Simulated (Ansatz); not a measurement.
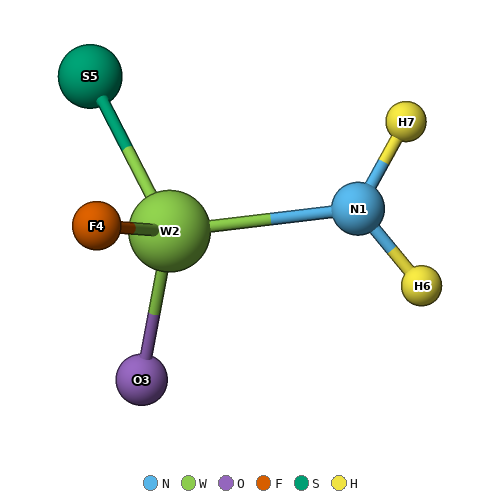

The system is FH2NOSW, SMILES [NH2][W](=[O])([F])=[S]; the picture shows the reference structure. 
- First axis: umbrella angle at N1 (between each of its bonds and their common axis; 90 is planar). Second axis: change of the bonds N1–W2, N1–H6, N1–H7, all alike.
- Nothing is relaxed (all other coordinates rigid).
- The grid has 9 × 9 points.
- Points are written as (first, second).
- Energies are in kcal/mol, from the lowest grid point.
- Theory: RKS BHLYP-D4/def2-SVP in Ansatz 0.2.0.

Its coordinates:

```yaml
atoms:
  - { symbol: N, position_ang: [-0.5100, 0.9406, -0.5103] }
  - { symbol: W, position_ang: [0.3210, -0.6334, 0.2069] }
  - { symbol: O, position_ang: [-0.8874, -1.8038, 0.3169] }
  - { symbol: F, position_ang: [1.7046, -1.2262, -0.8954] }
  - { symbol: S, position_ang: [1.0680, -0.1447, 2.1419] }
  - { symbol: H, position_ang: [-1.3776, 0.9091, -1.0276] }
  - { symbol: H, position_ang: [-0.2575, 1.8905, -0.2781] }
```

Range: umbrella angle at N1 (between each of its bonds and their common axis; 90 is planar) from 66 to 114°; change of the bonds N1–W2, N1–H6, N1–H7, all alike from −0.144 to 0.223 Å.

Q: What will the energy surface look like?

A: The lowest grid point is at (96°, −0.007 Å). It is the only kind of minimum in the scanned range. The highest grid point, (66°, −0.144 Å), lies 61.3 kcal/mol above the lowest. Round the minimum the two coordinates are weakly coupled (coupling −0.06 in units of the two stiffnesses).

```tsv
second ↓, first →	66	72	78	84	90	96	102	108	114
0.223	49.8	49.3	49.4	49.4	49.0	48.1	47.1	46.7	47.7
0.177	36.8	35.2	34.5	34.0	33.4	32.7	32.3	32.6	34.5
0.131	25.7	23.1	21.6	20.6	19.9	19.4	19.4	20.5	23.3
0.085	17.5	13.8	11.5	10.0	9.1	8.8	9.3	11.1	14.8
0.039	13.0	8.3	5.2	3.2	2.1	1.9	2.9	5.4	10.1
−0.007	13.4	7.7	3.8	1.3	0.0	0.0	1.4	4.7	10.3
−0.053	20.3	13.6	8.9	5.9	4.5	4.6	6.5	10.4	17.0
−0.098	35.3	27.5	22.1	18.7	17.1	17.3	19.6	24.2	31.7
−0.144	61.3	52.5	46.4	42.5	40.7	41.1	43.8	49.0	57.4
```

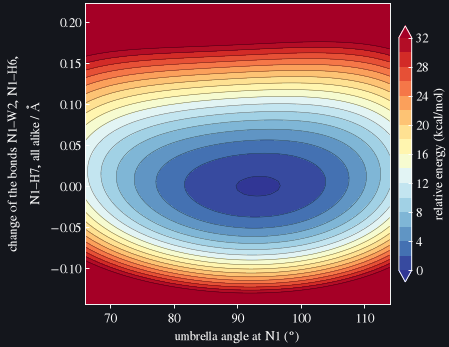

The picture shows filled contours, one colour for all values above the top of the scale. Between grid points the surface is interpolated.

Time for the 81 points that were run: 9.5 min on 1 thread of Arm Neoverse V2, on a shared host.
